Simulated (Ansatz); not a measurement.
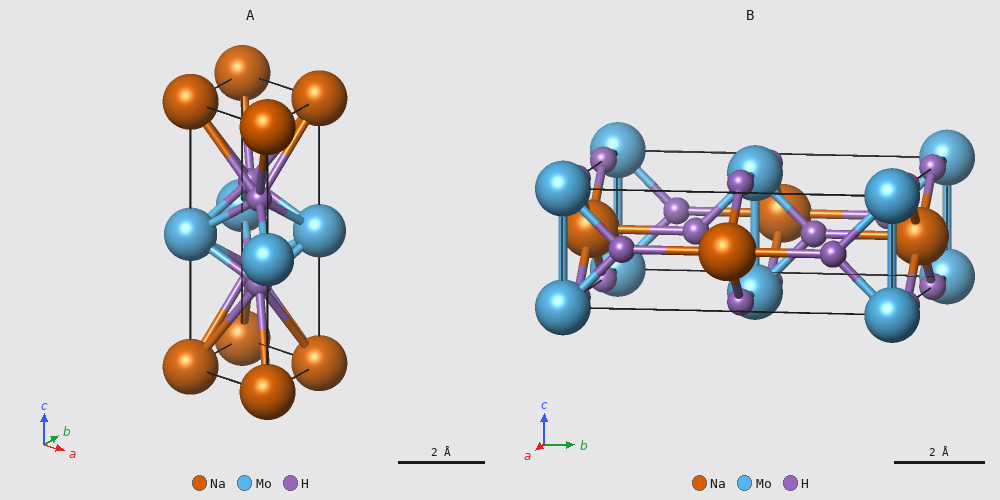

Two structures of NaMoH$_{4}$, each relaxed to rest (conventional cells in solid outline, small ones repeated, not to one scale). Method: Ansatz 0.2.0, DFT PBE, scalar-relativistic, plane waves, PAW, without spin polarisation.

What are A and B?

A: 6 atoms a cell on a primitive hexagonal lattice, P6/mmm. B: 12 atoms a cell on a base-centred orthorhombic lattice, Cmmm.

Which structure wins energetically, and by what margin?

B is lower, by 28 meV/atom at this level of theory (energies at zero smearing). Volumes: A 8.4, B 11.3 Å³/atom.

One or both may be structure types tried for this composition rather than known phases.
